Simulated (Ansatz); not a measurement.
BH3SClF: several calculations on one system

Part 1: Relaxation

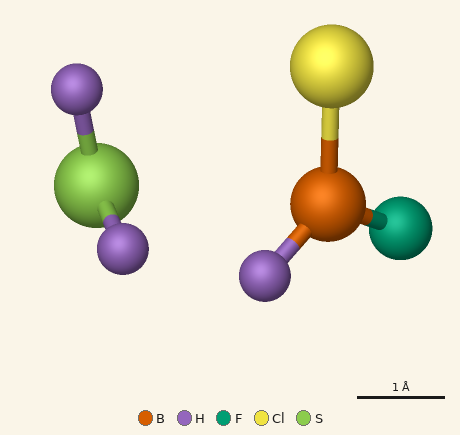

Starting structure of BH3SClF. Style: ball-and-stick. Shown at a tilt.

The run prepares an end point of a later path (reaction) calculation, from a guessed geometry.

Method: RKS BHLYP-D4/def2-SVP in Ansatz 0.2.0.

Input
```yaml
crystal:
  periodic: [false, false, false]
  atoms:
    - { symbol: B, position_ang: [0.023687, 0.288169, -0.066267] }
    - { symbol: H, position_ang: [-0.105773, 0.254305, 1.116058] }
    - { symbol: F, position_ang: [1.202364, 0.424216, -0.600668] }
    - { symbol: Cl, position_ang: [-1.385367, 0.276003, -1.104944] }
    - { symbol: S, position_ang: [0.033029, -2.679126, 0.802799] }
    - { symbol: H, position_ang: [-1.201058, -2.754088, 0.282203] }
    - { symbol: H, position_ang: [-0.272881, -1.561279, 1.538419] }
basis:
  gaussian: { orbitals: def2-SVP }
hamiltonian:
  xc: { name: BHLYP }
  dispersion: d4
relax:
  f_tol: 0.03
  max_steps: 50
```

Command:
```bash
ansatz run input.yaml --threads 1 --pin off --max-ram 2048MiB --backend cpu --events-out ev --progress --plain --runs-dir out
```

> Predict the outcome.

Over 39 accepted moves (47 points after the start) the energy falls by 18.0 kJ/mol. Largest force component: 1 eV/Å at the start, 0.022 eV/Å at the end. The line search rejected the trial steps at points 2, 9, 20, 22, 35, 37, 42, 45 of the run. The forces were under the threshold at step 15, but the run went on from there. H7 moves most after the best rigid fit: 1.31 Å. Largest moves by element: H 1.31 Å, F 0.59 Å, Cl 0.57 Å, S 0.53 Å, B 0.14 Å. Among the contacts that change: S5–H7 1.373 → 1.340 Å, B1–Cl4 1.751 → 1.758 Å, B1–F3 1.301 → 1.307 Å.

Final geometry:

```xyz
7

B     0.1164    0.3951   -0.0663
H     0.4438    0.8579    0.9798
F     1.0088   -0.0421   -0.9150
Cl   -1.5592    0.4711   -0.5931
S    -0.0866   -2.3654    1.2140
H    -0.2220   -2.8701   -0.0205
H    -1.4072   -2.1984    1.3688
```

After the run, drawn alike:

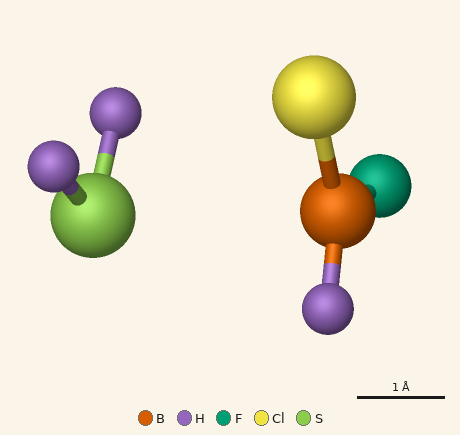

Part 2: Relaxation

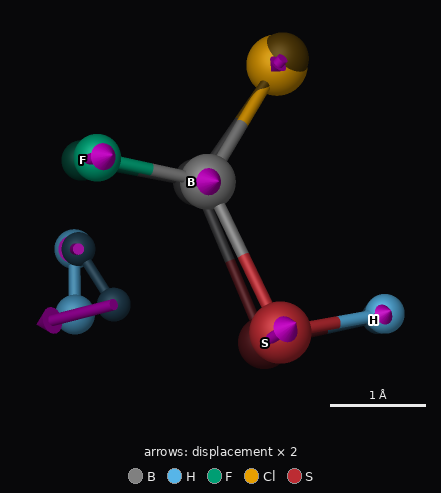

A relaxation of BH3SClF. The starting structure is drawn faded, the final one solid; purple arrows show the displacements, magnified 2 times. The two geometries are superimposed by the best rigid fit.

Style: ball-and-stick. Shown at a tilt.

The run prepares an end point of a later path (reaction) calculation, from a guessed geometry.

All numbers below come from RKS BHLYP-D4/def2-SVP (Ansatz 0.2.0). (no spin polarisation; force threshold 0.03 eV/Å; at most 50 steps)

> Which element moves most?

Hydrogen: up to 0.59 Å, against 0.39 Å for fluorine.

> What did the optimiser do to the structure, and how much energy did it gain?

The largest move after the best rigid fit is that of an H atom, 0.59 Å. By element the largest moves are H 0.59 Å, F 0.39 Å, S 0.36 Å, B 0.27 Å, Cl 0.11 Å. Near-neighbour distances that change, for instance: B–S 1.854 → 1.796 Å, H–H 0.714 → 0.753 Å, B–Cl 1.746 → 1.754 Å, B–F 1.304 → 1.309 Å. The energy falls by 5.10 kcal/mol in 14 accepted moves (16 points after the start). The largest force component goes from 1.7 to 0.023 eV/Å. The line search rejected the trial steps at points 7, 12 of the run. The forces were under the threshold at step 8, but the run went on from there. Cost: 54 s on 1 thread of Arm Neoverse V1, with other jobs on the host, peak memory 0.15 GiB.

Limits of the set-up: the start holds two separate molecules, 2.3 Å apart at their closest, whose relative position is a soft coordinate.

Part 3: Path

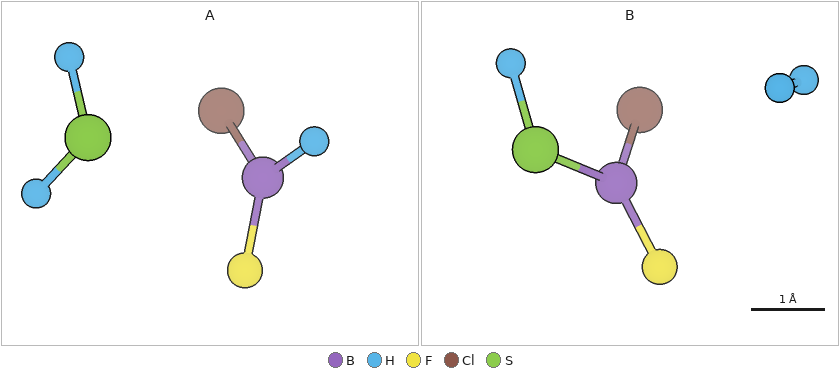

The two relaxed end points of a path for BH3SClF, made up at the start of BHClF and H₂S. A ball-and-stick model, seen at a tilt.

Level of theory: Ansatz, RKS BHLYP-D4/def2-SVP.

Settings: 5 movable images; climbing image; force threshold 0.03 eV/Å; iteration limit 60.

Start:
```xyz
7

B     0.0531    0.4036   -0.0952
H     0.4436    0.8807    0.9224
F     0.8924   -0.0110   -1.0070
Cl   -1.6586    0.4276   -0.4958
S     0.0284   -2.3557    1.2035
H    -0.1835   -2.8699   -0.0162
H    -1.2814   -2.2271    1.4559
```

End:
```xyz
7

B     0.1072   -0.7053   -0.6021
H    -0.7130    0.3625    2.2230
F     1.1392    0.1007   -0.6117
Cl   -1.4676   -0.0466   -1.0039
S     0.3916   -2.4286   -0.1849
H    -0.8832   -2.8219   -0.2972
H    -0.2802   -0.2125    2.4445
```

### Predict the minimum-energy path and its barrier.

The highest point, image 4, lies 1.46 eV above the start and 1.72 eV above the end; the end is at −0.25 eV relative to the start. Breaking: B1–H2 (1.19 → 1.32 at the top → 3.13 Å), S5–H7 (1.34 → 1.64 at the top → 3.50 Å). Forming: B1–S5 (3.05 → 2.05 at the top → 1.80 Å), H2–H7 (3.59 → 1.06 at the top → 0.75 Å). The band converged in 35 iterations, with a climbing image at the top. At the top, the vibrational analysis gives one imaginary mode (1194i cm⁻¹), as a transition state must have.

Energies of the converged images:

| image | path (Å) | E (eV) |
| --- | --- | --- |
| 0 | 0.00 | 0.000 |
| 1 | 0.97 | 0.009 |
| 2 | 1.94 | 0.020 |
| 3 | 2.91 | 0.199 |
| 4 | 3.89 | 1.461 |
| 5 | 4.97 | -0.048 |
| 6 | 6.05 | -0.255 |

The geometry at the top of the path:

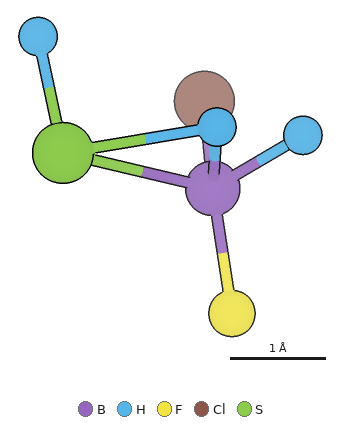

Limits of the set-up: the start holds two separate molecules, 3.0 Å apart at their closest, whose relative position is a soft coordinate.
